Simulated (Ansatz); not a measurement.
The relaxed structure here is a generated cell of ZrSe2: the first start was made by placing the elements on the sites of a structure type, and the end was not matched to a known phase here, so it may be hypothetical. Known forms of ZrSe2 include space group No. 164.

One stationary structure of ZrSe₂. Level of theory: PBEsol (plane waves to 420 eV, PAW, scalar-relativistic; Ansatz, a quantum-chemistry and plane-wave program).

Pn-3m, origin choice 1 (No. 224), cP6, AFLOW prototype A2B_cP6_224_b_a (C3, as in Cu2O); a = b = c = 5.7640 Å, α = β = γ = 90.00°.

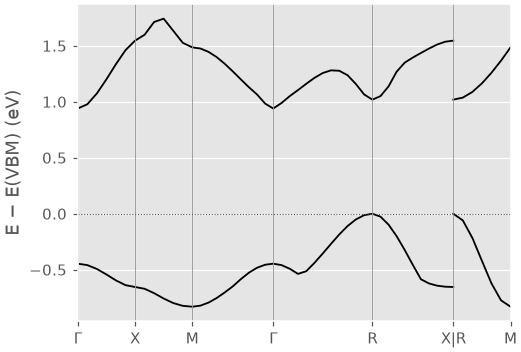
Fig. 1. Highest filled and lowest empty band along the path of this cell's Brillouin zone

Read off the gap and say whether it is direct.

0.94 eV, indirect (valence top at R, conduction bottom at Γ) (no spin-orbit coupling).

How far does the top valence band disperse along this path?

About 0.8 eV.

No spin polarisation in the result.

The run could not lose the symmetry of its start, so the end can be a saddle point.

All atoms sit on sites fixed by symmetry, so only the cell could relax.
